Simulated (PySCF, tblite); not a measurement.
# C₅H₁₃FOSi₂: geometry, infrared bands and NMR shifts

Wanted: the infrared bands and NMR shifts of C₅H₁₃FOSi₂ (`COC[Si@@H]1C[SiH2][C@H](F)C1`), by calculation.

The runs use tblite 0.8.0 and PySCF 2.14.0, with density-fitted response routines of our own; the level of theory stands in each step. All values are computed, except where a source is named. Atoms count from 0, in the outputs and in this text.

**1. The starting structure**

22 atoms, charge 0, multiplicity 1; geometry from: force field or distance geometry start.

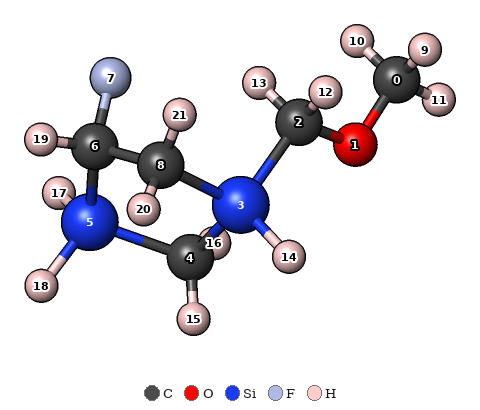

As it starts; carbon dark grey, oxygen red, silicon blue, fluorine light blue, hydrogen pink, atoms numbered.

**2. Optimising the geometry with GFN2-xTB**

Job settings and geometry (Å):

```
{"job": {"kind": "relax", "xc": "GFN2-xTB", "basis": "xTB"}, "charge": 0, "multiplicity": 1}
C      3.409900     0.485500     1.028200
O      2.511700     0.046700    -0.001100
C      1.255300    -0.355300     0.545900
Si    -0.007900    -0.940300    -0.754300
C     -0.350200     0.416900    -2.015500
Si    -2.043200     1.024300    -1.451000
C     -2.405000     0.100400     0.148000
F     -1.876600     0.815600     1.196300
C     -1.694900    -1.262000     0.106200
H      3.586400    -0.314600     1.753600
H      2.984300     1.361800     1.537100
H      4.345300     0.767900     0.564900
H      1.396100    -1.161000     1.273800
H      0.813900     0.500700     1.071800
H      0.443900    -2.186400    -1.413600
H     -0.398300     0.009400    -3.022900
H      0.410500     1.207600    -1.972300
H     -2.051600     2.495600    -1.273700
H     -3.046200     0.659000    -2.472100
H     -3.472700    -0.011900     0.343600
H     -2.265400    -1.967000    -0.502300
H     -1.555600    -1.673500     1.107200
```

Command:

```bash
OMP_NUM_THREADS=1 python probes_run.py task.json out
```

One launch serves the whole session: the jobs run in the order shown.

The log of the run:

```text
step      E/eV     max force
  0    -804.04876    1.782
  1    -804.13454    0.812
  2    -804.17281    0.354
  3    -804.19174    0.372
  4    -804.21297    0.315
  5    -804.22296    0.223
  6    -804.23028    0.154
  7    -804.23515    0.176
  8    -804.23999    0.169
  9    -804.24421    0.138
 10    -804.24743    0.148
 11    -804.24995    0.126
 12    -804.25226    0.111
 13    -804.25421    0.097
 14    -804.25568    0.081
 15    -804.25683    0.082
 16    -804.25797    0.094
 17    -804.25926    0.088
 18    -804.26056    0.087
 19    -804.26160    0.074
 20    -804.26233    0.053
 21    -804.26292    0.058
 22    -804.26354    0.063
 23    -804.26428    0.085
 24    -804.26504    0.072
 25    -804.26570    0.060
 26    -804.26622    0.045
 27    -804.26665    0.050
 28    -804.26700    0.043
 29    -804.26728    0.032
 30    -804.26755    0.040
 31    -804.26789    0.055
 32    -804.26835    0.074
 33    -804.26889    0.067
 34    -804.26940    0.052
 35    -804.26981    0.048
 36    -804.27014    0.045
 37    -804.27048    0.039
 38    -804.27085    0.041
 39    -804.27123    0.044
 40    -804.27161    0.053
 41    -804.27192    0.041
 42    -804.27214    0.029
 43    -804.27230    0.029
 44    -804.27249    0.045
 45    -804.27274    0.053
 46    -804.27299    0.038
 47    -804.27315    0.020
 48    -804.27324    0.021
 49    -804.27331    0.026
 50    -804.27341    0.027
 51    -804.27351    0.024
 52    -804.27360    0.021
 53    -804.27369    0.024
 54    -804.27379    0.022
 55    -804.27389    0.025
 56    -804.27398    0.021
 57    -804.27404    0.017
 58    -804.27409    0.016
 59    -804.27415    0.022
 60    -804.27424    0.027
 61    -804.27436    0.025
 62    -804.27446    0.023
 63    -804.27455    0.023
 64    -804.27462    0.019
 65    -804.27469    0.020
 66    -804.27475    0.018
 67    -804.27481    0.022
 68    -804.27485    0.017
 69    -804.27489    0.015
 70    -804.27493    0.015
 71    -804.27496    0.015
 72    -804.27499    0.012
 73    -804.27500    0.009
```

It took 1.2 s on 1 thread of Arm Neoverse N1, shared host; peak memory 0.18 GiB.

Step by step: (not every step is listed)

```tsv
step	energy from step 0 (eV)	largest force (eV/Å)
0	0.0000	1.7821
1	-0.0858	0.8124
2	-0.1241	0.3543
3	-0.1430	0.3725
4	-0.1642	0.3152
5	-0.1742	0.2233
6	-0.1815	0.1536
7	-0.1864	0.1763
8	-0.1912	0.1690
14	-0.2069	0.0809
20	-0.2136	0.0531
26	-0.2175	0.0450
32	-0.2196	0.0741
38	-0.2221	0.0409
44	-0.2237	0.0446
50	-0.2246	0.0266
56	-0.2252	0.0215
62	-0.2257	0.0229
68	-0.2261	0.0168
69	-0.2261	0.0149
70	-0.2262	0.0148
71	-0.2262	0.0146
72	-0.2262	0.0121
73	-0.2262	0.0090
```

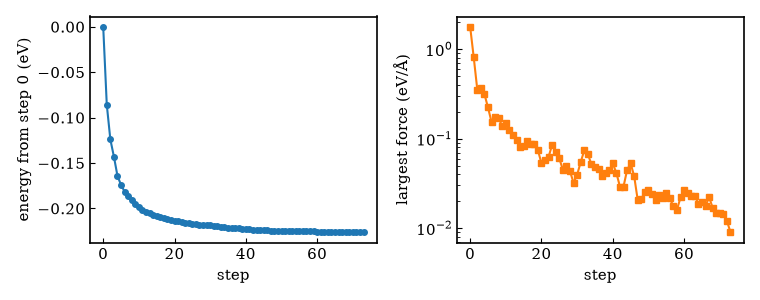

Energy and largest force along the relaxation.

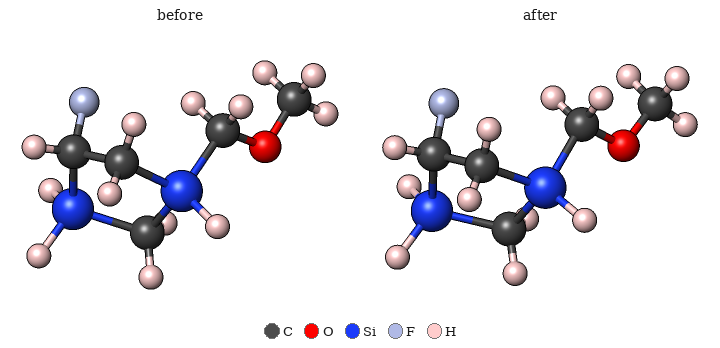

The geometry before (left) and after (right).

Distances of close pairs at the start and the end, largest changes first:

```tsv
bond	before (Å)	after (Å)	change (Å)
Si5–C6	1.882	1.928	+0.046
C0–O1	1.435	1.403	-0.032
Si3–C4	1.884	1.912	+0.028
C6–F7	1.375	1.400	+0.025
C4–Si5	1.885	1.905	+0.020
Si5–H17	1.482	1.462	-0.020
C6–C8	1.537	1.524	-0.013
Si3–H14	1.480	1.469	-0.012
```

The next job starts from the end point, and lists it.

**3. Vibrational analysis with GFN2-xTB**

Job settings and geometry (Å):

```
{"job": {"kind": "ir", "xc": "GFN2-xTB", "basis": "xTB"}, "charge": 0, "multiplicity": 1}
C      3.414072     0.473443     0.914344
O      2.430579    -0.005967     0.036706
C      1.217960    -0.335937     0.690160
Si     0.049132    -0.982655    -0.670054
C     -0.331135     0.408002    -1.926370
Si    -2.064049     1.079604    -1.508362
C     -2.429962     0.068154     0.091374
F     -1.908708     0.796088     1.167764
C     -1.710575    -1.273555     0.025685
H      3.675638    -0.282460     1.666319
H      3.075336     1.379010     1.434187
H      4.291626     0.706226     0.313482
H      1.404877    -1.091281     1.465981
H      0.808676     0.547565     1.197928
H      0.600196    -2.205632    -1.267902
H     -0.299438     0.031360    -2.945704
H      0.423516     1.188838    -1.870876
H     -2.105666     2.505362    -1.186120
H     -3.067689     0.734837    -2.522937
H     -3.490758    -0.056541     0.335351
H     -2.271168    -1.917559    -0.650515
H     -1.722873    -1.747516     1.007335
```

The log of the run:

```text
mode    cm-1     km/mol
  1      31.0      0.08
  2      51.7      1.92
  3      63.5      3.44
  4      83.4      4.86
  5     112.1      0.47
  6     176.9      4.16
  7     222.3      1.80
  8     224.4      7.04
  9     230.4      3.20
 10     312.9     15.51
 11     337.3      7.94
 12     372.3      1.69
 13     461.7     44.91
 14     514.5      4.02
 15     549.7     16.62
 16     569.3     64.94
 17     598.4     29.76
 18     623.1     62.70
 19     657.2     30.32
 20     677.1    124.89
 21     715.7     19.52
 22     748.6    198.43
 23     756.8    253.76
 24     762.3     86.85
 25     773.4    120.17
 26     799.3     41.12
 27     817.9    172.89
 28     941.5     79.70
 29     973.4      9.24
 30     978.5     54.92
 31    1042.3     12.16
 32    1100.6     56.79
 33    1104.3    111.26
 34    1114.9      3.49
 35    1135.0      0.69
 36    1157.2      7.34
 37    1179.5      5.15
 38    1199.4     32.56
 39    1268.6     17.72
 40    1297.4      2.32
 41    1300.5      5.32
 42    1406.8      3.27
 43    1451.2      5.46
 44    1466.4      2.91
 45    1470.3      4.33
 46    1482.5      9.80
 47    1494.5      0.99
 48    2220.9    295.27
 49    2226.7    402.17
 50    2277.4    298.46
 51    2853.2     71.93
 52    2886.7     63.46
 53    2887.9     33.81
 54    2909.3     64.33
 55    2912.5     59.74
 56    2986.7     39.12
 57    3003.2     18.02
 58    3008.9     37.74
 59    3018.3      6.12
 60    3020.2     27.65
```

It took 1.9 s on 1 thread of Arm Neoverse N1, shared host; peak memory 0.18 GiB.

The strongest bands and the atoms that carry them (share of the mass-weighted mode):

```tsv
cm⁻¹	km/mol	atoms
677	124.9	C4 23 %, H15 20 %, H16 14 %, H14 11 %
749	198.4	Si3 16 %, C8 14 %, H17 12 %, H18 12 %
757	253.8	H18 22 %, H17 18 %, C4 10 %
773	120.2	C4 36 %, Si5 25 %
818	172.9	Si3 22 %, H12 19 %, C2 15 %
2221	295.3	H14 90 %
2227	402.2	H18 90 %
2277	298.5	H17 96 %
```

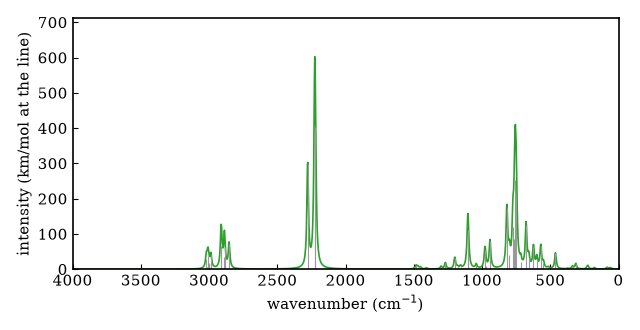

The infrared spectrum from these modes, unscaled. Lines are broadened to a width of 14 cm⁻¹ (Lorentzian).

**4. NMR shieldings: PBE0/pcSseg-1**

Same as in step 3 but for these lines:

```diff
@@ -1,2 +1,2 @@
-{"job": {"kind": "ir", "xc": "GFN2-xTB", "basis": "xTB"}, "charge": 0, "multiplicity": 1}
+{"job": {"kind": "nmr", "xc": "PBE0", "basis": "pcSseg-1"}, "charge": 0, "multiplicity": 1}
 C      3.414072     0.473443     0.914344
```

With the program's defaults for keys left out, this is: GIAO PBE0/pcSseg-1 NMR shielding, non-relativistic, gas phase.

The log of the run:

```text
coarse grid: 18912 points
cycle   1  E = -951.5010503282  dE =  8.032e-01  |g| = 7.432e-01  |ddm| = 4.120e+00
cycle   2  E = -951.4106223075  dE =  9.043e-02  |g| = 1.035e+00  |ddm| = 1.429e+00
cycle   3  E = -951.6084504114  dE = -1.978e-01  |g| = 9.700e-02  |ddm| = 8.990e-01
cycle   4  E = -951.6098402140  dE = -1.390e-03  |g| = 4.376e-02  |ddm| = 8.906e-02
cycle   5  E = -951.6102618888  dE = -4.217e-04  |g| = 7.535e-03  |ddm| = 4.057e-02
cycle   6  E = -951.6102739144  dE = -1.203e-05  |g| = 2.403e-03  |ddm| = 9.875e-03
cycle   7  E = -951.6102753350  dE = -1.421e-06  |g| = 3.915e-04  |ddm| = 2.745e-03
final grid: 172544 points
cycle   8  E = -951.6807504166  dE = -3.830e-05  |g| = 1.275e-02  |ddm| = 2.828e-02
cycle   9  E = -951.6807204862  dE =  2.993e-05  |g| = 1.812e-02  |ddm| = 2.000e-02
cycle  10  E = -951.6807830670  dE = -6.258e-05  |g| = 1.441e-03  |ddm| = 1.185e-02
cycle  11  E = -951.6807834949  dE = -4.279e-07  |g| = 2.666e-04  |ddm| = 1.470e-03
cycle  12  E = -951.6807835093  dE = -1.437e-08  |g| = 6.925e-05  |ddm| = 2.994e-04
cycle  13  E = -951.6807835102  dE = -9.827e-10  |g| = 2.844e-05  |ddm| = 8.493e-05
converged SCF energy = -951.6807835102

GIAO shielding tensors (ppm)
atom      isotropic    diamagn.    paramagn.     s11        s22        s33       span
  0 C      121.304     242.539    -121.234     89.813     90.105    183.995     94.182
  1 O      332.766     398.953     -66.186    316.933    332.823    348.543     31.610
  2 C      119.120     254.673    -135.553     81.751     96.524    179.083     97.332
  3 Si     350.828     881.214    -530.386    303.808    365.479    383.197     79.390
  4 C      203.452     258.208     -54.756    199.022    201.894    209.440     10.419
  5 Si     376.582     879.832    -503.251    308.216    395.539    425.989    117.773
  6 C       93.566     245.257    -151.691     54.201     74.532    151.966     97.765
  7 F      402.974     478.754     -75.780    348.441    391.742    468.740    120.300
  8 C      164.674     255.663     -90.989    152.592    159.756    181.676     29.084
  9 H       28.416      27.881       0.534     24.549     25.939     34.759     10.210
 10 H       28.481      29.131      -0.650     24.564     26.369     34.509      9.944
 11 H       27.804      27.602       0.202     23.653     24.945     34.814     11.160
 12 H       28.484      33.284      -4.800     24.657     28.840     31.956      7.299
 13 H       28.479      35.205      -6.727     24.005     28.492     32.939      8.934
 14 H       26.879      29.979      -3.099     23.631     24.376     32.630      8.999
 15 H       31.850      30.154       1.696     25.859     28.123     41.567     15.707
 16 H       31.457      32.962      -1.505     25.574     28.834     39.964     14.390
 17 H       27.192      28.567      -1.375     23.703     24.752     33.122      9.418
 18 H       27.464      28.538      -1.075     23.675     24.960     33.755     10.080
 19 H       26.243      28.501      -2.258     22.838     25.765     30.128      7.290
 20 H       31.193      31.285      -0.092     26.824     27.905     38.850     12.026
 21 H       30.236      31.933      -1.698     26.106     27.747     36.854     10.749
```

Run time: 90 s. Hardware: 1 thread of Arm Neoverse N1, shared host; peak memory 1.1 GiB.

Shifts follow as δ = σ(reference) − σ, with reference shieldings (ppm) from runs at the same level and on the same kind of geometry: 1H TMS 31.72, 13C TMS 186.9, 29Si TMS 349.2, 19F CFCl3 170.9, 17O H2O 336.1. The references are single molecules in the gas phase, so shifts against H2O, NH3, PH3, H3PO4 or CFCl3 are not on the usual liquid scales and can be off by tens of ppm. Atoms listed in one row are averaged.

```tsv
atoms	environment	σ (ppm)	δ (ppm)	δ scaled to CDCl3
C6	sp3 CH bonded to F and Si	93.6	93.4	89.2
C2	sp3 CH2 bonded to O and Si	119.1	67.8	64.3
C0	methyl carbon bonded to O	121.3	65.6	62.1
C8	sp3 CH2 bonded to Si	164.7	22.3	19.8
C4	sp3 CH2 bonded to 2 Si	203.5	-16.5	-18.0
H19	hydrogen on an sp3 CH bonded to F and Si	26.24	5.47	5.27
H14	hydrogen on a silicon bonded to 3 C, in a 5-membered ring	26.88	4.84	–
H17	hydrogen on a silicon bonded to 2 C, in a 5-membered ring	27.19	4.52	–
H18	hydrogen on a silicon bonded to 2 C, in a 5-membered ring	27.46	4.25	–
H9, H10, H11	hydrogen on a methyl carbon bonded to O	28.23	3.48	3.39
H13	hydrogen on an sp3 CH2 bonded to O and Si	28.48	3.24	3.16
H12	hydrogen on an sp3 CH2 bonded to O and Si	28.48	3.23	3.15
H21	hydrogen on an sp3 CH2 bonded to Si	30.24	1.48	1.50
H20	hydrogen on an sp3 CH2 bonded to Si	31.19	0.52	0.60
H16	hydrogen on an sp3 CH2 bonded to 2 Si	31.46	0.26	0.35
H15	hydrogen on an sp3 CH2 bonded to 2 Si	31.85	-0.13	-0.02
O1	ether oxygen	332.8	3.3	–
Si3	silicon bonded to 3 C, H, in a 5-membered ring	350.8	-1.7	–
Si5	silicon bonded to 2 C, 2 H, in a 5-membered ring	376.6	-27.4	–
F7	fluorine on an sp3 carbon	403.0	-232.0	–
```

The scaled column applies a straight-line fit of computed shieldings to shifts measured in CDCl3, and one for carbons that bear F (root-mean-square error 0.16 ppm for H, 1.9 ppm for C).

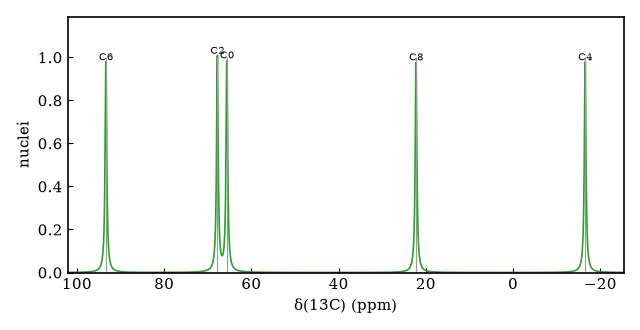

13C lines at the computed shifts, without couplings. Lines are broadened to a width of 0.44 ppm (Lorentzian).

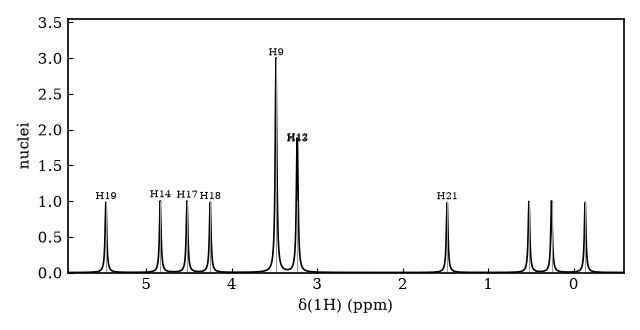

1H lines at the computed shifts, without couplings. Lines are broadened to a width of 0.02 ppm (Lorentzian).

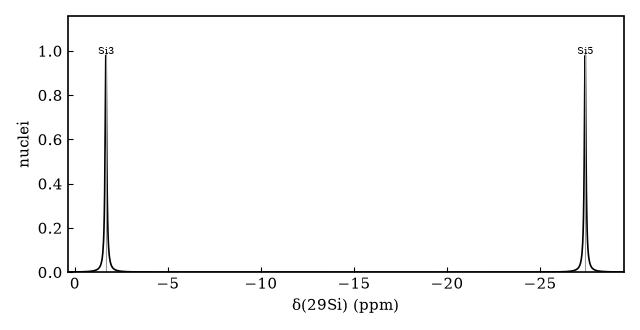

29Si lines at the computed shifts, without couplings. Lines are broadened to a width of 0.10 ppm (Lorentzian).

The run also stored atomic charges by several schemes (e):

```tsv
atoms	Mulliken	IAO	Hirshfeld	ESP fit
C0	-0.02	-0.20	-0.04	-0.14
O1	-0.53	-0.39	-0.15	-0.34
C2	-0.26	-0.33	-0.09	0.10
Si3	0.92	0.92	0.37	0.35
C4	-0.89	-0.83	-0.25	-0.34
Si5	0.67	0.74	0.33	0.39
C6	-0.10	-0.08	-0.03	0.16
F7	-0.35	-0.34	-0.12	-0.28
C8	-0.55	-0.56	-0.18	-0.33
```

Hirshfeld charges:

C0 -0.04; O1 -0.15; C2 -0.09; Si3 0.37; C4 -0.25; Si5 0.33; C6 -0.03; F7 -0.12; C8 -0.18; H9 0.04; H10 0.04; H11 0.05; H12 0.03; H13 0.03; H14 -0.08; H15 0.04; H16 0.04; H17 -0.07; H18 -0.08; H19 0.04; H20 0.05; H21 0.04

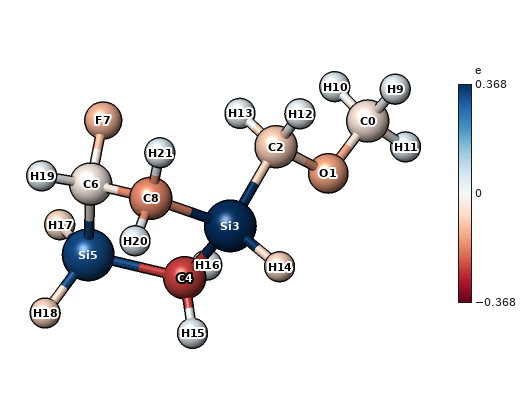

Hirshfeld charges, as colours on the atoms.

Mayer bond orders: C0–O1 0.93, O1–C2 0.88, C2–Si3 0.90, Si3–C4 0.90, C4–Si5 0.92, Si5–C6 0.85, C6–F7 0.81, C6–C8 1.04, C8–Si3 0.86.

Ring of atoms Si3, C4, Si5, C6, C8: NICS(0) -3.1, NICS(1) -3.0, NICS(1)zz -1.7 ppm (means of both faces).

**5. What came out**

| quantity | value |
| --- | --- |
| strongest single infrared mode (GFN2-xTB) | 2227 cm⁻¹, 402 km/mol |
| zero-point energy (GFN2-xTB) | 104.4 kcal/mol |
| 13C shifts against TMS (PBE0/pcSseg-1) | 93.4, 67.8, 65.6, 22.3, -16.5 ppm |
| 1H shifts against TMS (PBE0/pcSseg-1, means over atoms taken as alike) | 5.47, 4.84, 4.52, 4.25, 3.48, 3.24, 3.23, 1.48, 0.52, 0.26, -0.13 ppm |
| 17O shifts against H2O (PBE0/pcSseg-1) | 3.3 ppm |
| 29Si shifts against TMS (PBE0/pcSseg-1) | -1.7, -27.4 ppm |
| 19F shifts against CFCl3 (PBE0/pcSseg-1) | -232.0 ppm |

**Reading.** Relaxing lowered the energy by 0.226 eV in 73 steps; the close pair that moved most is Si5–C6, from 1.882 to 1.928 Å. No mode is imaginary among the 60: a minimum at this level. The strongest single mode, at 2227 cm⁻¹, moves mainly H18. Unscaled tight-binding wavenumbers are off by several per cent, some by more. Its intensities can rank the bands wrongly. The most deshielded carbon is C6 (sp3 CH bonded to F and Si), at 93.4 ppm: deshielded by the electronegative neighbour. The most deshielded hydrogen is H19 (hydrogen on an sp3 CH bonded to F and Si), at 5.47 ppm: its carbon carries F, which withdraws density.
